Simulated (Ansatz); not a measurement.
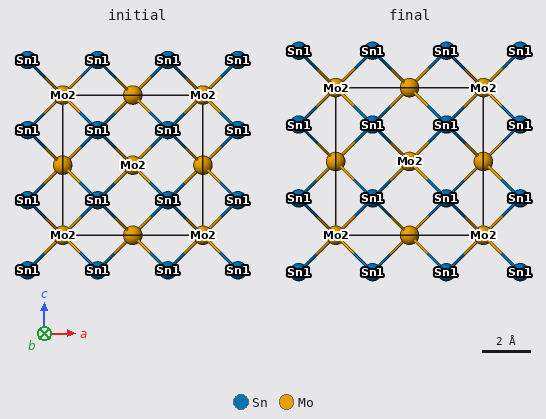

The structure of solid SnMo (a generated structure, set up in F-43m) (coarse preliminary run) before (left) and after (right) a relaxation, at one scale.

A ball-and-stick model of the conventional cell (4 times the calculation's cell), seen along the b axis. Lengths and directions refer to the drawn axes.

All numbers below come from DFT PBE, scalar-relativistic, plane waves, PAW (Ansatz). (plane-wave cutoff 420 eV; k-point mesh 6 × 6 × 6; occupations gaussian; smearing width 0.1 eV; no spin polarisation; cell and atoms relaxed; force threshold 0.04 eV/Å; at most 70 steps)

Summarise the run.

No atom moves by more than 0.005 Å relative to the cell. The volume changes by +16.7 %, with a = b = c 5.849 → 6.158 Å (+5.3 %). Among the contacts that change: Sn1–Mo2 2.533 → 2.667 Å. The space group stays F-43m (No. 216). After 2 accepted moves (3 points after the start) the energy has fallen by 0.352 eV per cell of the calculation. All forces vanish by symmetry, so only the cell relaxes. Pressure: 15.19 GPa at the start and 0.24 GPa at the end. At 1 point the geometry stayed and the basis and grid were re-selected for the new cell (energy shift of 2.1 meV per cell of the calculation at most each time).
